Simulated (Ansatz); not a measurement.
**A computed series for ZnCu: response to strain**

Take ZnCu in the CsCl type structure (space group Pm-3m, No. 221; a = 2.964 Å; relaxed with 0.1 eV smearing) as the base.

Strains are applied to the cell and any free atomic positions relax.

All numbers come from Ansatz (a program for electronic structure) PBE, no SOC.

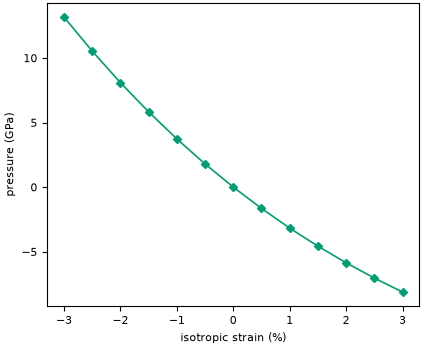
Figure: Pressure against isotropic strain

| isotropic strain (%) | pressure |
|---|---|
| -3 | 13.2 GPa |
| -2.5 | 10.5 GPa |
| -2 | 8.1 GPa |
| -1.5 | 5.8 GPa |
| -1 | 3.7 GPa |
| -0.5 | 1.8 GPa |
| 0.5 | -1.7 GPa |
| 1 | -3.2 GPa |
| 1.5 | -4.6 GPa |
| 2 | -5.9 GPa |
| 2.5 | -7.0 GPa |
| 3 | -8.1 GPa |

Stability against distortions was not tested. The final runs are not spin-polarised.
